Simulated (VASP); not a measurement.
Band structure of BAs (zinc blende). These are optB86b-vdW, VASP's PBE PAW potentials (set 64) (plane waves; VASP) values and carry that method's errors.

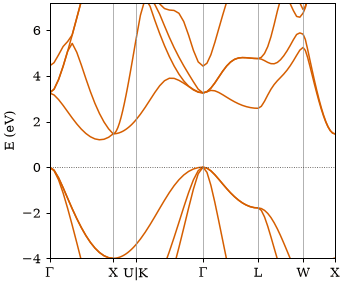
Figure. Bands along high-symmetry lines, zero at the valence-band maximum or, without a gap, the Fermi level

Task: Read the plot: is there a gap, and where are the band edges?

Result: The gap is indirect, 1.20 eV, from the valence maximum at Γ to the conduction minimum at Γ-X at 0.79. (Edges off the drawn lines would not show.)

Measured: gap 1.82 eV (computed value off by -0.62 eV), as given by Wikipedia, List of semiconductor materials.

The compound is BAs in the zinc blende structure. It was relaxed first.
